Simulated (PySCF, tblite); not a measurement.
**C6H16N2Si: geometry, infrared bands and NMR shifts**

Aim: predict the infrared bands and NMR shifts of C6H16N2Si (`C[SiH](C)NN1CCCC1`).

Computed with tblite 0.8.0 and PySCF 2.14.0, with density-fitted response routines of our own, on a single molecule in the gas phase. Atoms are numbered from 0 throughout.

### Step 1. The starting structure

25 atoms, charge 0, multiplicity 1; geometry from: force field or distance geometry start.

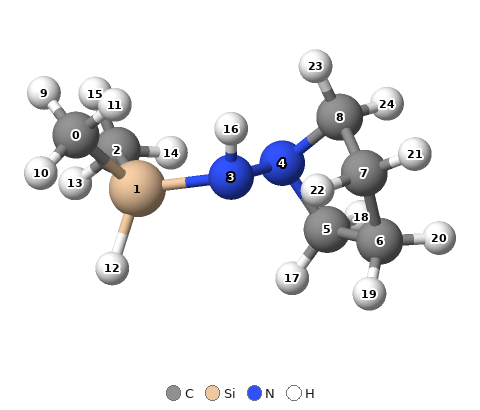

The starting geometry (carbon grey, silicon light orange, nitrogen blue, hydrogen white), atoms numbered.

### Step 2. Optimising the geometry with GFN2-xTB

What the job is given:

```
{"job": {"kind": "relax", "xc": "GFN2-xTB", "basis": "xTB"}, "charge": 0, "multiplicity": 1}
C      2.927700    -1.332500     0.242500
Si     1.755000     0.087300     0.684800
C      2.376400     1.578500    -0.209200
N      0.127800    -0.422400     0.223700
N     -0.632500     0.546200    -0.404500
C     -1.632700     1.112000     0.491900
C     -2.676600     0.061100     0.705100
C     -2.223700    -1.048700    -0.226900
C     -1.509000    -0.224000    -1.289600
H      3.680800    -0.980900    -0.453600
H      3.350400    -1.801400     1.140600
H      2.311700    -2.096400    -0.293700
H      1.885800     0.231300     2.168300
H      3.024700     2.235100     0.410000
H      1.479000     2.200900    -0.488900
H      2.956300     1.254400    -1.070200
H      0.260400    -1.192300    -0.485900
H     -1.188800     1.511900     1.413300
H     -2.105300     1.976400    -0.025000
H     -2.737300    -0.310700     1.748600
H     -3.674000     0.393400     0.360600
H     -3.073500    -1.624300    -0.647400
H     -1.527300    -1.664600     0.374600
H     -0.937200    -0.890200    -1.971200
H     -2.228800     0.423900    -1.831300
```

Command:

```
OMP_NUM_THREADS=1 python probes_run.py task.json out
```

This one command runs all jobs of the session in turn.

Standard output:

```text
step      E/eV     max force
  0    -776.25104    3.707
  1    -776.65176    0.945
  2    -776.74030    0.920
  3    -776.87858    0.644
  4    -776.93698    0.486
  5    -776.99096    0.404
  6    -777.01974    0.400
  7    -777.04483    0.313
  8    -777.06481    0.334
  9    -777.08554    0.331
 10    -777.10740    0.268
 11    -777.13243    0.355
 12    -777.15803    0.348
 13    -777.18096    0.296
 14    -777.20078    0.324
 15    -777.22106    0.338
 16    -777.24624    0.344
 17    -777.27618    0.368
 18    -777.30725    0.429
 19    -777.27871    1.684
 20    -777.35965    0.357
 21    -777.37780    0.301
 22    -777.41225    0.488
 23    -777.41908    0.220
 24    -777.42987    0.176
 25    -777.43652    0.155
 26    -777.44178    0.181
 27    -777.44636    0.163
 28    -777.45028    0.128
 29    -777.45289    0.102
 30    -777.45470    0.113
 31    -777.45619    0.094
 32    -777.45771    0.078
 33    -777.45941    0.093
 34    -777.46127    0.111
 35    -777.46319    0.145
 36    -777.46510    0.107
 37    -777.46698    0.093
 38    -777.46896    0.111
 39    -777.47129    0.163
 40    -777.47411    0.183
 41    -777.47731    0.120
 42    -777.48038    0.104
 43    -777.48289    0.095
 44    -777.48500    0.130
 45    -777.48695    0.100
 46    -777.48875    0.084
 47    -777.49036    0.084
 48    -777.49195    0.102
 49    -777.49386    0.109
 50    -777.49622    0.105
 51    -777.49865    0.098
 52    -777.50074    0.084
 53    -777.50257    0.105
 54    -777.50450    0.105
 55    -777.50674    0.093
 56    -777.50898    0.101
 57    -777.51101    0.096
 58    -777.51282    0.087
 59    -777.51452    0.099
 60    -777.51572    0.078
 61    -777.51656    0.066
 62    -777.51714    0.054
 63    -777.51773    0.075
 64    -777.51833    0.075
 65    -777.51886    0.047
 66    -777.51929    0.044
 67    -777.51968    0.043
 68    -777.52009    0.039
 69    -777.52049    0.042
 70    -777.52085    0.053
 71    -777.52124    0.049
 72    -777.52172    0.055
 73    -777.52232    0.063
 74    -777.52293    0.048
 75    -777.52347    0.062
 76    -777.52396    0.059
 77    -777.52450    0.047
 78    -777.52509    0.058
 79    -777.52571    0.064
 80    -777.52631    0.057
 81    -777.52707    0.054
 82    -777.52766    0.047
 83    -777.52825    0.049
 84    -777.52872    0.044
 85    -777.52917    0.057
 86    -777.52965    0.065
 87    -777.53013    0.057
 88    -777.53056    0.044
 89    -777.53096    0.036
 90    -777.53134    0.040
 91    -777.53170    0.036
 92    -777.53203    0.042
 93    -777.53237    0.043
 94    -777.53280    0.045
 95    -777.53335    0.052
 96    -777.53397    0.062
 97    -777.53466    0.067
 98    -777.53534    0.066
 99    -777.53598    0.053
100    -777.53649    0.045
101    -777.53704    0.047
102    -777.53762    0.061
103    -777.53844    0.061
104    -777.53918    0.052
105    -777.53998    0.058
106    -777.54057    0.052
107    -777.54102    0.053
108    -777.54141    0.042
109    -777.54182    0.041
110    -777.54221    0.049
111    -777.54256    0.049
112    -777.54294    0.055
113    -777.54329    0.035
114    -777.54349    0.033
115    -777.54366    0.030
116    -777.54385    0.026
117    -777.54404    0.033
118    -777.54419    0.023
119    -777.54429    0.020
120    -777.54437    0.018
121    -777.54443    0.015
122    -777.54449    0.015
123    -777.54454    0.016
124    -777.54460    0.017
125    -777.54466    0.016
126    -777.54475    0.020
127    -777.54485    0.025
128    -777.54499    0.027
129    -777.54517    0.031
130    -777.54542    0.033
131    -777.54574    0.038
132    -777.54612    0.047
133    -777.54653    0.047
134    -777.54697    0.039
135    -777.54742    0.036
136    -777.54779    0.033
137    -777.54803    0.027
138    -777.54822    0.024
139    -777.54841    0.029
140    -777.54862    0.033
141    -777.54883    0.035
142    -777.54902    0.028
143    -777.54920    0.024
144    -777.54933    0.027
145    -777.54956    0.037
146    -777.54981    0.042
147    -777.55009    0.040
148    -777.55036    0.041
149    -777.55062    0.038
150    -777.55087    0.040
151    -777.55109    0.038
152    -777.55125    0.034
153    -777.55145    0.027
154    -777.55163    0.022
155    -777.55175    0.026
156    -777.55194    0.032
157    -777.55209    0.032
158    -777.55223    0.024
159    -777.55234    0.028
160    -777.55249    0.026
161    -777.55272    0.033
162    -777.55315    0.041
163    -777.55343    0.069
164    -777.55379    0.074
165    -777.55436    0.035
166    -777.55508    0.041
167    -777.55584    0.062
168    -777.55672    0.077
169    -777.55763    0.080
170    -777.55839    0.080
171    -777.55932    0.068
172    -777.56020    0.061
173    -777.56115    0.061
174    -777.56206    0.069
175    -777.56281    0.058
176    -777.56344    0.056
177    -777.56338    0.113
178    -777.56449    0.056
179    -777.56487    0.053
180    -777.56553    0.037
181    -777.56573    0.048
182    -777.56599    0.036
183    -777.56630    0.036
184    -777.56652    0.037
185    -777.56688    0.036
186    -777.56711    0.032
187    -777.56732    0.030
188    -777.56754    0.036
189    -777.56777    0.037
190    -777.56798    0.034
191    -777.56816    0.028
192    -777.56839    0.031
193    -777.56866    0.036
194    -777.56911    0.047
195    -777.56966    0.063
196    -777.57030    0.072
197    -777.57097    0.066
198    -777.57163    0.064
199    -777.57200    0.093
200    -777.57261    0.040
201    -777.57296    0.041
202    -777.57333    0.042
203    -777.57363    0.039
204    -777.57410    0.037
205    -777.57454    0.035
206    -777.57487    0.028
207    -777.57510    0.035
208    -777.57529    0.027
209    -777.57542    0.020
210    -777.57549    0.043
211    -777.57560    0.016
212    -777.57566    0.013
213    -777.57572    0.012
214    -777.57576    0.011
215    -777.57578    0.011
216    -777.57580    0.009
```

Run time: 2.5 s. Hardware: 1 thread of Arm Neoverse V1, shared host.

Step by step: (not every step is listed)

| step | energy from step 0 (eV) | largest force (eV/Å) |
| --- | --- | --- |
| 0 | 0.0000 | 3.7072 |
| 1 | -0.4007 | 0.9447 |
| 2 | -0.4893 | 0.9201 |
| 3 | -0.6275 | 0.6437 |
| 4 | -0.6859 | 0.4861 |
| 5 | -0.7399 | 0.4044 |
| 6 | -0.7687 | 0.4005 |
| 7 | -0.7938 | 0.3133 |
| 8 | -0.8138 | 0.3339 |
| 28 | -1.1992 | 0.1278 |
| 48 | -1.2409 | 0.1022 |
| 68 | -1.2690 | 0.0390 |
| 88 | -1.2795 | 0.0435 |
| 108 | -1.2904 | 0.0424 |
| 128 | -1.2939 | 0.0270 |
| 148 | -1.2993 | 0.0413 |
| 168 | -1.3057 | 0.0769 |
| 188 | -1.3165 | 0.0358 |
| 208 | -1.3243 | 0.0269 |
| 211 | -1.3246 | 0.0163 |
| 212 | -1.3246 | 0.0128 |
| 213 | -1.3247 | 0.0117 |
| 214 | -1.3247 | 0.0108 |
| 215 | -1.3247 | 0.0106 |
| 216 | -1.3248 | 0.0090 |

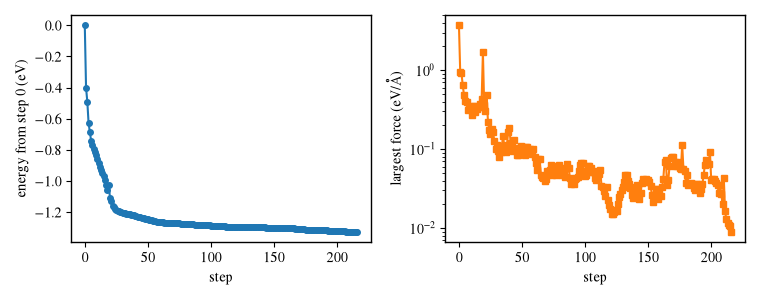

Energy and largest force along the relaxation.

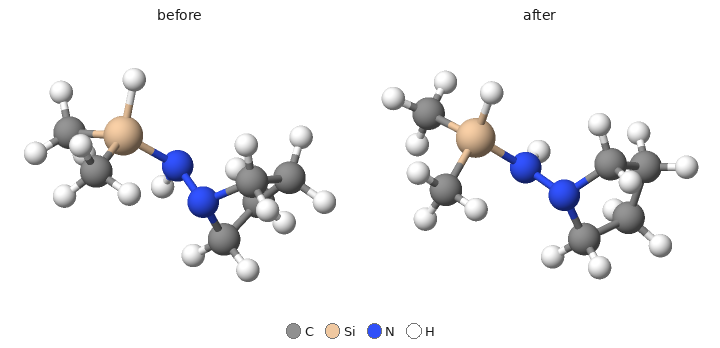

Before and after, at one scale.

Distances of close pairs at the start and the end, largest changes first:

| bond | before (Å) | after (Å) | change (Å) |
| --- | --- | --- | --- |
| Si1–C2 | 1.846 | 1.895 | +0.049 |
| C5–C6 | 1.497 | 1.544 | +0.047 |
| C2–H14 | 1.127 | 1.085 | -0.043 |
| Si1–N3 | 1.766 | 1.727 | -0.040 |
| N3–H16 | 1.055 | 1.017 | -0.038 |
| C0–H11 | 1.118 | 1.085 | -0.033 |
| N3–N4 | 1.382 | 1.410 | +0.028 |
| C2–H13 | 1.111 | 1.085 | -0.026 |

The next job starts from the end point, and lists it.

### Step 3. Vibrational analysis with GFN2-xTB

What the job is given:

```
{"job": {"kind": "ir", "xc": "GFN2-xTB", "basis": "xTB"}, "charge": 0, "multiplicity": 1}
C      3.026707    -1.233468     0.665610
Si     1.884729     0.278726     0.541725
C      2.427525     1.497287    -0.804313
N      0.353070    -0.347492     0.048878
N     -0.682134     0.551459    -0.282348
C     -1.587919     0.823736     0.825481
C     -2.624244    -0.320004     0.847342
C     -2.620941    -0.853498    -0.595534
C     -1.551631     0.000153    -1.312729
H      4.049623    -0.924206     0.850627
H      2.734816    -1.891961     1.477508
H      3.020243    -1.815784    -0.250162
H      1.884387     0.972393     1.850673
H      3.302248     2.062362    -0.498136
H      1.632028     2.202613    -1.018932
H      2.671600     0.984047    -1.729579
H      0.021317    -1.228877     0.433315
H     -1.025214     0.917002     1.753139
H     -2.080120     1.776351     0.614132
H     -2.321839    -1.094883     1.552822
H     -3.604278     0.043730     1.149480
H     -3.592737    -0.744201    -1.072660
H     -2.350103    -1.908918    -0.622660
H     -0.958465    -0.565159    -2.029374
H     -2.019602     0.842737    -1.827785
```

Standard output:

```text
mode    cm-1     km/mol
  1      35.1      0.25
  2      53.9      0.09
  3      63.9      0.03
  4      87.4      0.03
  5      97.5      0.02
  6     103.4      0.07
  7     128.3      0.30
  8     167.4      1.98
  9     224.5     10.29
 10     273.7      7.81
 11     363.1      8.20
 12     423.9      1.86
 13     556.7     69.31
 14     640.6     72.01
 15     651.2     15.48
 16     658.0     67.59
 17     675.1     18.93
 18     696.4     50.32
 19     766.3      6.02
 20     781.7     10.08
 21     806.2      9.25
 22     812.8      8.34
 23     838.6    116.15
 24     847.7      9.05
 25     849.2    208.30
 26     874.3    126.33
 27     946.1    125.53
 28     955.0     26.10
 29     977.6      1.06
 30     980.5     28.21
 31    1073.2      5.99
 32    1081.7     49.80
 33    1093.4     15.02
 34    1142.1      0.21
 35    1173.9      3.11
 36    1184.4      0.51
 37    1211.5      0.46
 38    1246.4      8.69
 39    1280.7      2.75
 40    1282.5     16.20
 41    1296.5      0.31
 42    1303.2      6.26
 43    1347.3     25.90
 44    1372.8     14.76
 45    1377.5      7.92
 46    1466.7      0.53
 47    1476.9      0.19
 48    1487.2      0.02
 49    1489.2      0.06
 50    1490.1      0.41
 51    1497.0      0.02
 52    1503.0      0.06
 53    1510.1      1.43
 54    2091.5    373.93
 55    2955.6      4.26
 56    2958.9     51.95
 57    2981.0      6.45
 58    2998.9     79.28
 59    3012.1      3.48
 60    3015.1     54.56
 61    3019.5     52.53
 62    3022.4     62.81
 63    3040.1     15.97
 64    3044.1     30.12
 65    3046.5     35.70
 66    3047.6     55.23
 67    3057.6     18.01
 68    3060.9     40.46
 69    3285.0     32.95
```

It took 1.4 s on 1 thread of Arm Neoverse V1, shared host.

The strongest bands and the atoms that carry them (share of the mass-weighted mode):

| cm⁻¹ | km/mol | atoms |
| --- | --- | --- |
| 557 | 69.3 | H16 62 %, N3 27 % |
| 641 | 72.0 | H12 74 % |
| 839 | 116.2 | H15 25 %, H11 18 %, H10 15 % |
| 849 | 208.3 | H14 24 %, Si1 23 %, C2 11 % |
| 874 | 126.3 | Si1 15 %, H9 14 %, H13 10 % |
| 946 | 125.5 | C8 16 %, C5 16 %, N4 12 %, H23 11 % |
| 2092 | 373.9 | H12 97 % |
| 2999 | 79.3 | H22 54 %, H19 25 % |

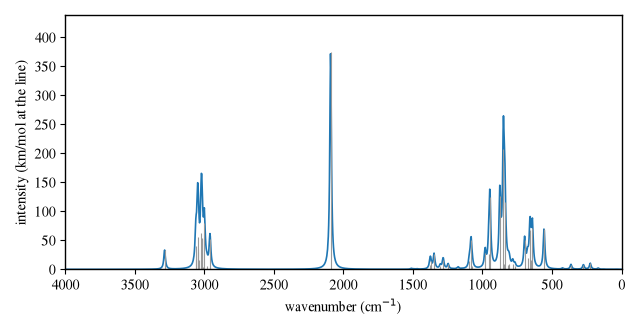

The infrared spectrum from these modes, unscaled. Lines are broadened to a width of 14 cm⁻¹ (Lorentzian).

### Step 4. NMR shieldings: PBE0/pcSseg-1

Same as in step 3 but for these lines:

```diff
@@ -1,2 +1,2 @@
-{"job": {"kind": "ir", "xc": "GFN2-xTB", "basis": "xTB"}, "charge": 0, "multiplicity": 1}
+{"job": {"kind": "nmr", "xc": "PBE0", "basis": "pcSseg-1"}, "charge": 0, "multiplicity": 1}
 C      3.026707    -1.233468     0.665610
```

Method: GIAO PBE0/pcSseg-1 NMR shielding, non-relativistic, gas phase.

Standard output:

```text
coarse grid: 20184 points
cycle   1  E = -636.5421920876  dE =  8.750e-01  |g| = 5.668e-01  |ddm| = 4.375e+00
cycle   2  E = -636.5294530554  dE =  1.274e-02  |g| = 6.152e-01  |ddm| = 1.057e+00
cycle   3  E = -636.6230007648  dE = -9.355e-02  |g| = 6.625e-02  |ddm| = 5.900e-01
cycle   4  E = -636.6237429801  dE = -7.422e-04  |g| = 2.848e-02  |ddm| = 8.497e-02
cycle   5  E = -636.6239033627  dE = -1.604e-04  |g| = 8.525e-03  |ddm| = 3.115e-02
cycle   6  E = -636.6239184862  dE = -1.512e-05  |g| = 1.348e-03  |ddm| = 8.091e-03
cycle   7  E = -636.6239188826  dE = -3.964e-07  |g| = 3.889e-04  |ddm| = 1.658e-03
final grid: 187112 points
cycle   8  E = -636.6743448647  dE = -5.114e-05  |g| = 1.049e-02  |ddm| = 3.273e-02
cycle   9  E = -636.6743326318  dE =  1.223e-05  |g| = 1.275e-02  |ddm| = 2.148e-02
cycle  10  E = -636.6743723815  dE = -3.975e-05  |g| = 8.564e-04  |ddm| = 1.212e-02
cycle  11  E = -636.6743725176  dE = -1.361e-07  |g| = 3.384e-04  |ddm| = 1.129e-03
cycle  12  E = -636.6743725423  dE = -2.473e-08  |g| = 6.012e-05  |ddm| = 3.450e-04
cycle  13  E = -636.6743725430  dE = -6.687e-10  |g| = 2.194e-05  |ddm| = 8.274e-05
converged SCF energy = -636.6743725430

GIAO shielding tensors (ppm)
atom      isotropic    diamagn.    paramagn.     s11        s22        s33       span
  0 C      190.515     254.370     -63.854    183.804    191.823    195.918     12.114
  1 Si     367.450     882.437    -514.987    321.345    374.758    406.249     84.904
  2 C      189.788     254.797     -65.009    179.446    193.684    196.234     16.787
  3 N      164.092     324.469    -160.377     92.097    152.634    247.545    155.448
  4 N      163.906     317.293    -153.386    124.682    177.543    189.494     64.812
  5 C      125.831     247.694    -121.863     91.557    114.443    171.495     79.938
  6 C      164.071     251.856     -87.785    129.792    175.234    187.187     57.395
  7 C      163.642     251.757     -88.114    129.909    175.771    185.247     55.338
  8 C      124.489     246.489    -122.001     85.957    114.033    173.476     87.519
  9 H       31.808      28.277       3.531     27.144     28.816     39.463     12.319
 10 H       31.734      31.586       0.148     26.919     29.624     38.660     11.741
 11 H       31.759      32.112      -0.353     27.448     29.766     38.062     10.614
 12 H       26.602      31.058      -4.456     22.998     25.322     31.485      8.487
 13 H       32.005      29.087       2.918     27.766     28.343     39.905     12.139
 14 H       30.625      33.444      -2.818     25.174     30.397     36.305     11.130
 15 H       31.711      32.091      -0.380     27.943     28.989     38.201     10.258
 16 H       29.425      37.555      -8.130     20.856     30.821     36.597     15.741
 17 H       28.693      32.326      -3.633     23.735     28.940     33.403      9.667
 18 H       28.848      31.673      -2.825     22.732     27.627     36.185     13.453
 19 H       29.773      31.760      -1.987     25.610     27.324     36.384     10.774
 20 H       30.121      29.641       0.481     24.783     27.587     37.994     13.211
 21 H       30.156      29.584       0.572     24.785     27.571     38.110     13.325
 22 H       29.785      31.494      -1.709     25.764     27.121     36.470     10.706
 23 H       28.645      32.079      -3.433     23.764     28.546     33.625      9.861
 24 H       28.696      31.417      -2.721     22.408     27.705     35.974     13.566
```

Run time: 90 s. Hardware: 1 thread of Arm Neoverse V1, shared host; peak memory 1.1 GiB.

Shifts follow as δ = σ(reference) − σ, with reference shieldings (ppm) from runs at the same level and on the same kind of geometry: 1H TMS 31.72, 13C TMS 186.9, 29Si TMS 349.2, 15N NH3 267.7. The references are single molecules in the gas phase, so shifts against H2O, NH3, PH3, H3PO4 or CFCl3 are not on the usual liquid scales and can be off by tens of ppm. Atoms listed in one row are averaged.

| atoms | environment | σ (ppm) | δ (ppm) | δ scaled to CDCl3 |
| --- | --- | --- | --- | --- |
| C5, C8 | sp3 CH2 bonded to N | 125.2 | 61.8 | 58.4 |
| C6, C7 | sp3 CH2 in a ring | 163.9 | 23.1 | 20.6 |
| C0, C2 | methyl carbon bonded to Si | 190.2 | -3.2 | -5.1 |
| H12 | hydrogen on a silicon bonded to 2 C, N | 26.60 | 5.12 | – |
| H17, H18, H23, H24 | hydrogen on an sp3 CH2 bonded to N | 28.72 | 3.00 | 2.93 |
| H16 | hydrogen on a nitrogen bonded to N, Si | 29.43 | 2.29 | – |
| H19, H20, H21, H22 | hydrogen on an sp3 CH2 in a ring | 29.96 | 1.76 | 1.76 |
| H9, H10, H11, H13, H14, H15 | hydrogen on a methyl carbon bonded to Si | 31.61 | 0.11 | 0.21 |
| Si1 | silicon bonded to 2 C, N, H | 367.5 | -18.3 | – |
| N4 | nitrogen bonded to 2 C, N, in a 5-membered ring | 163.9 | 103.8 | – |
| N3 | nitrogen bonded to N, Si, H | 164.1 | 103.6 | – |

The scaled column applies a straight-line fit of computed shieldings to shifts measured in CDCl3 (root-mean-square error 0.16 ppm for H, 1.9 ppm for C).

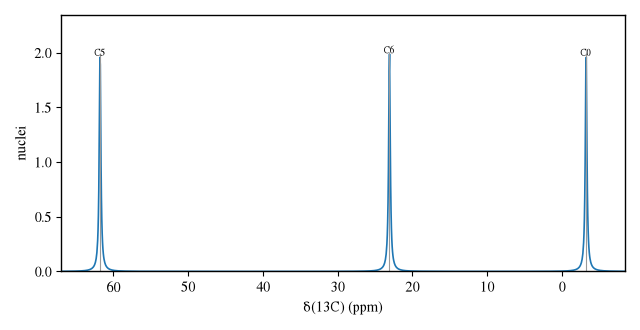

13C lines at the computed shifts, without couplings. Lines are broadened to a width of 0.26 ppm (Lorentzian).

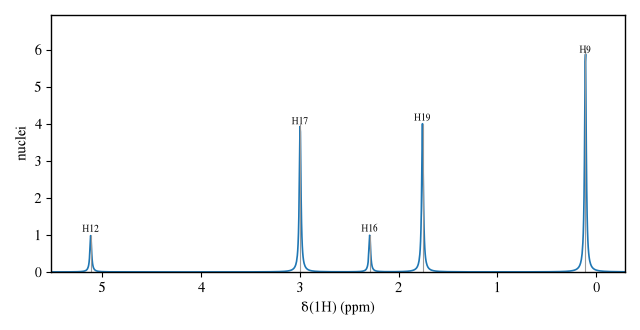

1H lines at the computed shifts, without couplings. Lines are broadened to a width of 0.02 ppm (Lorentzian).

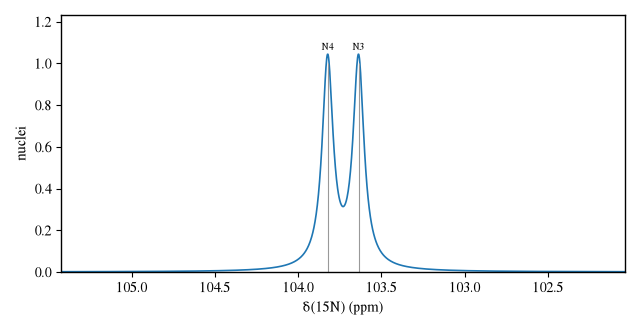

15N lines at the computed shifts, without couplings. Lines are broadened to a width of 0.08 ppm (Lorentzian).

The run also stored atomic charges by several schemes (e):

| atoms | Mulliken | IAO | Hirshfeld | ESP fit |
| --- | --- | --- | --- | --- |
| C0, C2 | -0.63 | -0.73 | -0.22 | -0.72 |
| Si1 | 0.92 | 1.06 | 0.39 | 0.91 |
| N3 | -0.50 | -0.59 | -0.20 | -0.59 |
| N4 | -0.42 | -0.17 | -0.05 | -0.28 |
| C5, C8 | -0.01 | -0.17 | -0.04 | 0.00 |
| C6, C7 | -0.26 | -0.29 | -0.08 | -0.05 |

Mulliken charges:

C0 -0.64; Si1 0.92; C2 -0.62; N3 -0.50; N4 -0.42; C5 -0.02; C6 -0.26; C7 -0.26; C8 0.00; H9 0.13; H10 0.13; H11 0.13; H12 -0.13; H13 0.13; H14 0.14; H15 0.13; H16 0.17; H17 0.13; H18 0.12; H19 0.12; H20 0.12; H21 0.12; H22 0.12; H23 0.12; H24 0.12

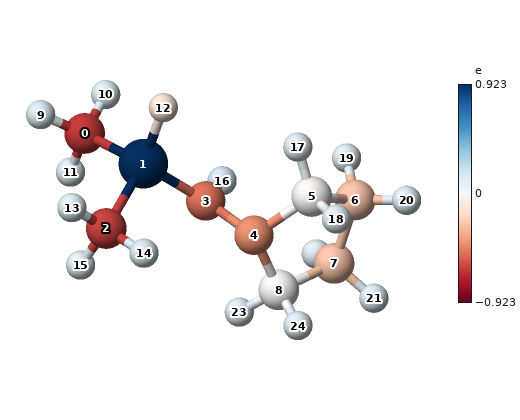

Mulliken charges, as colours on the atoms.

Mayer bond orders: C0–Si1 0.94, Si1–C2 0.95, Si1–N3 0.94, N3–N4 0.96, N4–C5 0.95, C5–C6 1.01, C6–C7 1.03, C7–C8 1.02, C8–N4 0.96.

Ring of atoms N4, C5, C6, C7, C8: NICS(0) -6.8, NICS(1) -4.2, NICS(1)zz -8.3 ppm (means of both faces).

### Step 5. Summary of results

| quantity | value |
| --- | --- |
| strongest single infrared mode (GFN2-xTB) | 2092 cm⁻¹, 374 km/mol |
| zero-point energy (GFN2-xTB) | 134.9 kcal/mol |
| 13C shifts against TMS (PBE0/pcSseg-1, means over atoms taken as alike) | 61.8, 23.1, -3.2 ppm |
| 1H shifts against TMS (PBE0/pcSseg-1, means over atoms taken as alike) | 5.12, 3.00, 2.29, 1.76, 0.11 ppm |
| 29Si shifts against TMS (PBE0/pcSseg-1) | -18.3 ppm |
| 15N shifts against NH3 (PBE0/pcSseg-1) | 103.8, 103.6 ppm |

In words: Over 216 steps the energy fell by 1.325 eV; of the close pairs, Si1–C2 changed most, 1.846 to 1.895 Å. All 69 modes are real, so the xTB geometry is a minimum. The strongest single mode, at 2092 cm⁻¹, moves mainly H12. Unscaled tight-binding wavenumbers are off by several per cent, some by more. Its intensities can rank the bands wrongly. C5, C8 (mean) (sp3 CH2 bonded to N) lies farthest downfield among carbon, at 61.8 ppm; pulled downfield by the heteroatom. At PBE0/pcSseg-1: The largest span, 155 ppm, is at N3, where the paramagnetic term is -160 ppm.
